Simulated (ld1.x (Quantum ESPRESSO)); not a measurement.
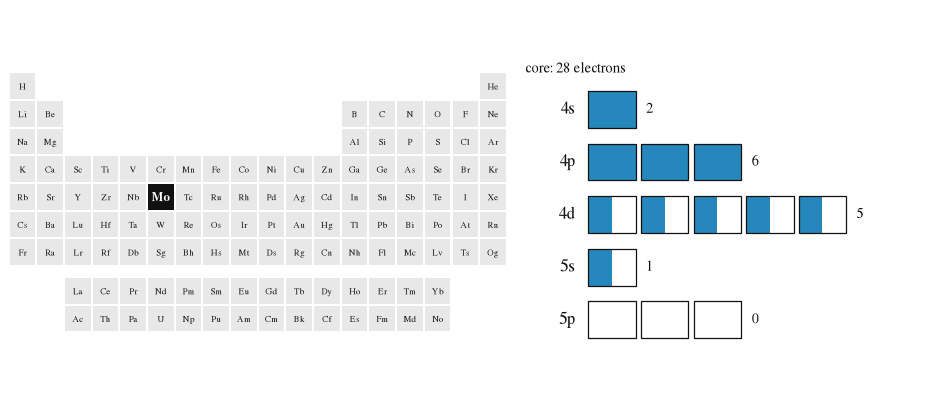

Left, the place of molybdenum in the periodic table; right, the valence shells of the reference configuration: a box for each of the 2l + 1 orbitals, shaded by the share of the shell that is filled, with the electron count at the right.

**Run report: Mo, pseudopotential generation (part 1 of 2)**

System: molybdenum (Mo, Z = 42), core [Ar] 3d10, reference valence 4s2 4p6 4d5 5s1 5p0, valence charge 14.
Method: TM potential, PBE, scalar-relativistic, made with ld1.x (Quantum ESPRESSO) 7.5.

**Input file**
```
 &input
   title='Mo', zed=42., rel=1, dft='PBE', iswitch=3,
   config='[Kr] 4d5 5s1 5p0',
   nld=3, rlderiv=1.65, eminld=-7.0, emaxld=5.0, deld=0.02
 /
 &inputp
   pseudotype=2, tm=.true., lloc=-1, rcloc=1.25,
   nlcc=.true., new_core_ps=.true., rcore=1.00,
   file_pseudopw='Mo.UPF', file_wfcaegen='ae.wfc', file_wfcncgen='nc.wfc', file_beta='beta', file_chi='chi'
 /
3
4S  1  0   2.00   0.00  1.30  1.30  0.0
4P  2  1   6.00   0.00  1.50  1.50  0.0
4D  3  2   5.00   0.00  1.50  1.50  0.0
 &test
   configts(1)='4s2 4p6 4d5 5s1 5p0'
 /
```

**Input of the test run**
```
 &input
   title='Mo', zed=42., rel=1, dft='PBE', iswitch=2,
   config='[Kr] 4d5 5s1 5p0'
 /
 &test
   file_pseudo='Mo.UPF', nconf=8,
   configts(1)='4s2 4p6 4d5 5s1 5p0',
   configts(2)='4s2 4p6 4d5 5s0 5p0',
   configts(3)='4s2 4p6 4d4 5s0 5p0',
   configts(4)='4s2 4p6 4d3 5s0 5p0',
   configts(5)='4s1 4p6 4d5 5s1 5p0',
   configts(6)='4s2 4p6 4d2 5s0 5p0',
   configts(7)='4s2 4p6 4d4 5s2 5p0',
   configts(8)='4s2 4p6 4d4 5s1 5p1'
 /
```

Launched with:
```bash
ld1.x < Mo.in > Mo.out
```

**Output**
```
     Program LD1 v.7.5
     --------------------------- All-electron run ----------------------------

     Mo
     scalar relativistic calculation

     atomic number is 42.00
     dft =PBE   lsd =0 sic =0 latt =0  beta=0.20 tr2=1.0E-14
     Exchange-correlation= PBE
                           (   1   4   3   4   0   0   0)
     mesh =1229 r(mesh) = 100.71859 a.u. xmin = -7.00 dx = 0.01250
     1 Ry =  13.60569312 eV, c = 137.03599908

     n l     nl                  e(Ry)          e(Ha)          e(eV)
     1 0     1S 1( 2.00)     -1456.9408      -728.4704    -19822.6900
     2 0     2S 1( 2.00)      -205.7692      -102.8846     -2799.6323
     2 1     2P 1( 6.00)      -183.9502       -91.9751     -2502.7696
     3 0     3S 1( 2.00)       -35.0245       -17.5123      -476.5332
     3 1     3P 1( 6.00)       -27.8740       -13.9370      -379.2445
     4 0     4S 1( 2.00)        -4.7294        -2.3647       -64.3466
     4 1     4P 1( 6.00)        -2.8286        -1.4143       -38.4852
     3 2     3D 1(10.00)       -16.2417        -8.1208      -220.9794
     4 2     4D 1( 5.00)        -0.2758        -0.1379        -3.7528
     5 0     5S 1( 1.00)        -0.3003        -0.1502        -4.0863
     5 1     5P 1( 0.00)        -0.0767        -0.0383        -1.0434

     final scf error:  3.0E-18 reached in  30 iterations

     Etot =   -8097.243804 Ry,   -4048.621902 Ha, -110168.614337 eV

     Ekin =    8348.961097 Ry,    4174.480548 Ha,  113593.402581 eV
     Encl =  -19514.479581 Ry,   -9757.239791 Ha, -265508.020635 eV
     Eh   =    3315.195666 Ry,    1657.597833 Ha,   45105.534870 eV
     Exc  =    -246.920985 Ry,    -123.460493 Ha,   -3359.531153 eV

     normalization and overlap integrals

     s(1S/1S) =  1.000000  <r> =   0.0352  <r2> =    0.0017  r(max) =   0.0229
     s(2S/2S) =  1.000000  <r> =   0.1537  <r2> =    0.0279  r(max) =   0.1303
     s(2P/2P) =  1.000000  <r> =   0.1340  <r2> =    0.0219  r(max) =   0.1041
     s(3S/3S) =  1.000000  <r> =   0.4289  <r2> =    0.2107  r(max) =   0.3819
     s(3P/3P) =  1.000000  <r> =   0.4306  <r2> =    0.2158  r(max) =   0.3771
     s(4S/4S) =  1.000000  <r> =   1.1075  <r2> =    1.3914  r(max) =   0.9874
     s(4P/4P) =  1.000000  <r> =   1.2378  <r2> =    1.7597  r(max) =   1.0777
     s(3D/3D) =  1.000000  <r> =   0.4153  <r2> =    0.2074  r(max) =   0.3246
     s(4D/4D) =  1.000000  <r> =   1.9997  <r2> =    5.0758  r(max) =   1.3838
     s(5S/5S) =  1.000000  <r> =   3.5954  <r2> =   14.9208  r(max) =   2.9295
     s(5P/5P) =  1.000000  <r> =   5.3883  <r2> =   34.4647  r(max) =   4.1055

     ------------------------ End of All-electron run ------------------------

     --------------------- Generating NC pseudopotential ---------------------

      Generating local potential from pseudized AE potential:
      Matching radius rcloc =   1.2500

      Local pseudo, rcloc= 1.237 Estimated cut-off energy=    16.28 Ry

      Computing core charge for nlcc:

       r > 1.01 : true rho core
      Core charge pseudized with two Bessel functions
      Integrated core pseudo-charge :   5.84

      Wfc   4S  rcut= 1.300  Using Troullier-Martins method

      Wfc   4P  rcut= 1.510  Using Troullier-Martins method

      Wfc   4D  rcut= 1.510  Using Troullier-Martins method

     ------------------- End of pseudopotential generation -------------------

     --------------------------- All-electron run ----------------------------

     Mo
     scalar relativistic calculation

     atomic number is 42.00
     dft =PBE   lsd =0 sic =0 latt =0  beta=0.20 tr2=1.0E-14
     Exchange-correlation= PBE
                           (   1   4   3   4   0   0   0)
     mesh =1229 r(mesh) = 100.71859 a.u. xmin = -7.00 dx = 0.01250
     1 Ry =  13.60569312 eV, c = 137.03599908

     n l     nl                  e(Ry)          e(Ha)          e(eV)
     1 0     1S 1( 2.00)     -1456.9408      -728.4704    -19822.6900
     2 0     2S 1( 2.00)      -205.7692      -102.8846     -2799.6323
     2 1     2P 1( 6.00)      -183.9502       -91.9751     -2502.7696
     3 0     3S 1( 2.00)       -35.0245       -17.5123      -476.5332
     3 1     3P 1( 6.00)       -27.8740       -13.9370      -379.2445
     4 0     4S 1( 2.00)        -4.7294        -2.3647       -64.3466
     4 1     4P 1( 6.00)        -2.8286        -1.4143       -38.4852
     3 2     3D 1(10.00)       -16.2417        -8.1208      -220.9794
     4 2     4D 1( 5.00)        -0.2758        -0.1379        -3.7528
     5 0     5S 1( 1.00)        -0.3003        -0.1502        -4.0863
     5 1     5P 1( 0.00)        -0.0767        -0.0383        -1.0434

     final scf error:  3.0E-18 reached in  30 iterations

     Etot =   -8097.243804 Ry,   -4048.621902 Ha, -110168.614337 eV

     Ekin =    8348.961097 Ry,    4174.480548 Ha,  113593.402581 eV
     Encl =  -19514.479581 Ry,   -9757.239791 Ha, -265508.020635 eV
     Eh   =    3315.195666 Ry,    1657.597833 Ha,   45105.534870 eV
     Exc  =    -246.920985 Ry,    -123.460493 Ha,   -3359.531153 eV

     normalization and overlap integrals

     s(1S/1S) =  1.000000  <r> =   0.0352  <r2> =    0.0017  r(max) =   0.0229
     s(2S/2S) =  1.000000  <r> =   0.1537  <r2> =    0.0279  r(max) =   0.1303
     s(2P/2P) =  1.000000  <r> =   0.1340  <r2> =    0.0219  r(max) =   0.1041
     s(3S/3S) =  1.000000  <r> =   0.4289  <r2> =    0.2107  r(max) =   0.3819
     s(3P/3P) =  1.000000  <r> =   0.4306  <r2> =    0.2158  r(max) =   0.3771
     s(4S/4S) =  1.000000  <r> =   1.1075  <r2> =    1.3914  r(max) =   0.9874
     s(4P/4P) =  1.000000  <r> =   1.2378  <r2> =    1.7597  r(max) =   1.0777
     s(3D/3D) =  1.000000  <r> =   0.4153  <r2> =    0.2074  r(max) =   0.3246
     s(4D/4D) =  1.000000  <r> =   1.9997  <r2> =    5.0758  r(max) =   1.3838
     s(5S/5S) =  1.000000  <r> =   3.5954  <r2> =   14.9208  r(max) =   2.9295
     s(5P/5P) =  1.000000  <r> =   5.3883  <r2> =   34.4647  r(max) =   4.1055

     ------------------------ End of All-electron run ------------------------

     Computing logarithmic derivative in   1.65881
     Computing logarithmic derivative in   1.65881
     Computing the partial wave expansion
     R is outside the sphere for l=    0 j= 0.00
     R is outside the sphere for l=    1 j= 0.00
     R is outside the sphere for l=    2 j= 0.00

     ---------------------- Testing the pseudopotential ----------------------

     Mo
     scalar relativistic calculation

     atomic number is 42.00   valence charge is 14.00
     dft =PBE   lsd =0 sic =0 latt =0  beta=0.20 tr2=1.0E-14
     mesh =1229 r(mesh) = 100.71859 xmin = -7.00 dx = 0.01250

     n l     nl             e AE (Ry)        e PS (Ry)    De AE-PS (Ry)
     1 0     4S   1( 2.00)       -4.72938       -4.72942        0.00004
     2 1     4P   1( 6.00)       -2.82861       -2.82863        0.00002
     3 2     4D   1( 5.00)       -0.27582       -0.27582       -0.00001
     2 0     5S   1( 1.00)       -0.30034       -0.33444        0.03411  !
     3 1     5P   1( 0.00)       -0.07669       -0.07814        0.00145

     eps = 1.9E-15  iter = 23

     Etot =   -8097.243804 Ry,   -4048.621902 Ha, -110168.614337 eV
     Etotps =  -147.849857 Ry,     -73.924929 Ha,   -2011.599786 eV

     Ekin =      44.966707 Ry,      22.483353 Ha,     611.803216 eV
     Encl =    -299.068718 Ry,    -149.534359 Ha,   -4069.037197 eV
     Ehrt =     113.013142 Ry,      56.506571 Ha,    1537.622126 eV
     Ecxc =     -28.210841 Ry,     -14.105421 Ha,    -383.828051 eV
     (Ecc =     -10.688278 Ry,      -5.344139 Ha,    -145.421429 eV)
     Epseu=      21.449853 Ry,      10.724927 Ha,     291.840121 eV

     ---------------------- End of pseudopotential test ----------------------
```

**Output of the test run (extracts)**
```
     ---------------------- Testing the pseudopotential ----------------------

     Mo
     scalar relativistic calculation

     atomic number is 42.00   valence charge is 14.00
     dft =PBE   lsd =0 sic =0 latt =0  beta=0.20 tr2=1.0E-14
     mesh =1229 r(mesh) = 100.71859 xmin = -7.00 dx = 0.01250

     n l     nl             e AE (Ry)        e PS (Ry)    De AE-PS (Ry)
     1 0     4S   1( 2.00)       -4.72938       -4.72942        0.00004
     2 1     4P   1( 6.00)       -2.82861       -2.82863        0.00002
     3 2     4D   1( 5.00)       -0.27582       -0.27582       -0.00001
     2 0     5S   1( 1.00)       -0.30034       -0.33444        0.03411  !
     3 1     5P   1( 0.00)       -0.07669       -0.07814        0.00145

     eps = 3.5E-15  iter = 23

     Etot =   -8097.243804 Ry,   -4048.621902 Ha, -110168.614337 eV
     Etotps =  -147.849857 Ry,     -73.924929 Ha,   -2011.599785 eV

     Ekin =      44.966707 Ry,      22.483354 Ha,     611.803218 eV
     Encl =    -299.068718 Ry,    -149.534359 Ha,   -4069.037200 eV
     Ehrt =     113.013142 Ry,      56.506571 Ha,    1537.622126 eV
     Ecxc =     -28.210841 Ry,     -14.105421 Ha,    -383.828051 eV
     (Ecc =     -10.688278 Ry,      -5.344139 Ha,    -145.421429 eV)
     Epseu=      21.449853 Ry,      10.724927 Ha,     291.840122 eV

     ---------------------- End of pseudopotential test ----------------------

     ---------------------- Testing the pseudopotential ----------------------

     Mo
     scalar relativistic calculation

     atomic number is 42.00   valence charge is 14.00
     dft =PBE   lsd =0 sic =0 latt =0  beta=0.20 tr2=1.0E-14
     mesh =1229 r(mesh) = 100.71859 xmin = -7.00 dx = 0.01250

     n l     nl             e AE (Ry)        e PS (Ry)    De AE-PS (Ry)
     1 0     4S   1( 2.00)       -5.22677       -5.26984        0.04307  !
     2 1     4P   1( 6.00)       -3.32867       -3.36828        0.03962  !
     3 2     4D   1( 5.00)       -0.76541       -0.79701        0.03160  !
     2 0     5S   1( 0.00)       -0.72238       -0.79681        0.07443  !
     3 1     5P   1( 0.00)       -0.43422       -0.46235        0.02813  !

     eps = 8.3E-16  iter =  9

     Etot =   -8096.737397 Ry,   -4048.368698 Ha, -110161.724320 eV
     Etotps =  -147.290156 Ry,     -73.645078 Ha,   -2003.984668 eV
     dEtot_ae =       0.506407 Ry
     dEtot_ps =       0.559701 Ry,   Delta E=      -0.053294 Ry

     Ekin =      45.198650 Ry,      22.599325 Ha,     614.958956 eV
     Encl =    -291.214483 Ry,    -145.607242 Ha,   -3962.174890 eV
     Ehrt =     105.812516 Ry,      52.906258 Ha,    1439.652621 eV
     Ecxc =     -27.821291 Ry,     -13.910645 Ha,    -378.527945 eV
     (Ecc =     -10.688278 Ry,      -5.344139 Ha,    -145.421429 eV)
     Epseu=      20.734452 Ry,      10.367226 Ha,     282.106591 eV

     ---------------------- End of pseudopotential test ----------------------

     ---------------------- Testing the pseudopotential ----------------------

     Mo
     scalar relativistic calculation

     atomic number is 42.00   valence charge is 14.00
     dft =PBE   lsd =0 sic =0 latt =0  beta=0.20 tr2=1.0E-14
     mesh =1229 r(mesh) = 100.71859 xmin = -7.00 dx = 0.01250

     n l     nl             e AE (Ry)        e PS (Ry)    De AE-PS (Ry)
     1 0     4S   1( 2.00)       -6.08228       -6.13265        0.05037  !
     2 1     4P   1( 6.00)       -4.17108       -4.21837        0.04729  !
     3 2     4D   1( 4.00)       -1.53074       -1.57144        0.04070  !
     2 0     5S   1( 0.00)       -1.30116       -1.41797        0.11680  !
     3 1     5P   1( 0.00)       -0.93263       -0.97694        0.04431  !

     eps = 2.3E-15  iter =  7

     Etot =   -8095.600994 Ry,   -4047.800497 Ha, -110146.262764 eV
     Etotps =  -146.117194 Ry,     -73.058597 Ha,   -1988.025704 eV
     dEtot_ae =       1.642810 Ry
     dEtot_ps =       1.732663 Ry,   Delta E=      -0.089853 Ry

     Ekin =      43.681298 Ry,      21.840649 Ha,     594.314335 eV
     Encl =    -278.919534 Ry,    -139.459767 Ha,   -3794.893582 eV
     Ehrt =      95.302047 Ry,      47.651023 Ha,    1296.650405 eV
     Ecxc =     -27.067941 Ry,     -13.533970 Ha,    -368.278098 eV
     (Ecc =     -10.688278 Ry,      -5.344139 Ha,    -145.421429 eV)
     Epseu=      20.886935 Ry,      10.443468 Ha,     284.181235 eV

     ---------------------- End of pseudopotential test ----------------------

     ---------------------- Testing the pseudopotential ----------------------

     Mo
     scalar relativistic calculation

     atomic number is 42.00   valence charge is 14.00
     dft =PBE   lsd =0 sic =0 latt =0  beta=0.20 tr2=1.0E-14
     mesh =1229 r(mesh) = 100.71859 xmin = -7.00 dx = 0.01250

     n l     nl             e AE (Ry)        e PS (Ry)    De AE-PS (Ry)
     1 0     4S   1( 2.00)       -7.07800       -7.13096        0.05296  !
     2 1     4P   1( 6.00)       -5.14642       -5.19719        0.05077  !
     3 2     4D   1( 3.00)       -2.41857       -2.46451        0.04594  !
     2 0     5S   1( 0.00)       -1.96231       -2.14053        0.17822  !
     3 1     5P   1( 0.00)       -1.51918       -1.57890        0.05972  !

     eps = 2.8E-15  iter = 10

     Etot =   -8093.635334 Ry,   -4046.817667 Ha, -110119.518600 eV
     Etotps =  -144.107895 Ry,     -72.053948 Ha,   -1960.687796 eV
     dEtot_ae =       3.608470 Ry
     dEtot_ps =       3.741962 Ry,   Delta E=      -0.133492 Ry

     Ekin =      41.365305 Ry,      20.682653 Ha,     562.803646 eV
     Encl =    -264.463436 Ry,    -132.231718 Ha,   -3598.208347 eV
     Ehrt =      84.050160 Ry,      42.025080 Ha,    1143.560677 eV
     Ecxc =     -26.157287 Ry,     -13.078643 Ha,    -355.888015 eV
     (Ecc =     -10.688278 Ry,      -5.344139 Ha,    -145.421429 eV)
     Epseu=      21.097363 Ry,      10.548681 Ha,     287.044242 eV

     ---------------------- End of pseudopotential test ----------------------
```

(Continued in part 2.) Outcome of the run: generated, with a spurious state above the valence levels; the pseudo-atom misses its reference levels by up to 0.46 eV (5s, which has no pseudo-wave of its own).
